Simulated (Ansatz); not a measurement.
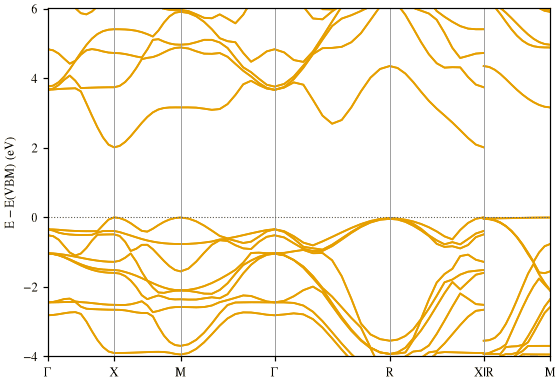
Figure. Band structure from DFT-PBEsol with spin–orbit coupling in the program Ansatz with PAW potentials

Question: Read off the gap and where the band edges lie.

Answer: About 2.0 eV (2.01 eV by a search for the band edges); maximum at X, minimum at X.

The material is ZrPbO3 (cubic perovskite, Pm-3m).

The first step of the workflow began from a Materials Project structure, measured or hypothetical; the Crystallography Open Database copy checked does not list it. COD files the formula under space group No. 38, 55, so this cell is another polymorph or a model. Its standing as an ambient phase is unchecked. The cell was relaxed with PBEsol under the symmetry of its start. At this level the phase is dynamically unstable (imaginary phonons). No spin polarisation was allowed.

Potentials: the later of the program's two PAW sets.
